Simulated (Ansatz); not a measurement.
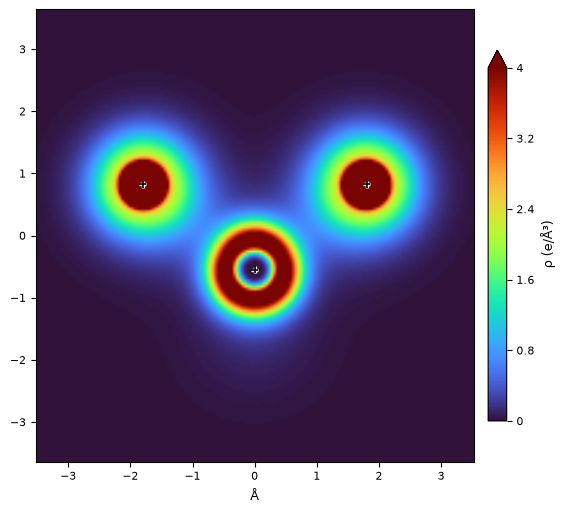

The electron density on a plane through atoms (crosses mark nuclei in the plane).

All numbers below come from UKS PBE0-D4/def2-TZVPP in Ansatz 0.2.0.

Candidates:
A. Cl4Nb (SMILES [Cl][Nb]([Cl])([Cl])[Cl]) (doublet)
B. HCl (SMILES [ClH+]) (charge +1, doublet)

**Which system is this?**

Candidate A: Cl4Nb on the plane of atoms Cl1, Nb2 and Cl4, which holds Cl and Nb. Nb–Cl (2.26 Å): the density is about 0.73 e/Å³ at the midpoint.
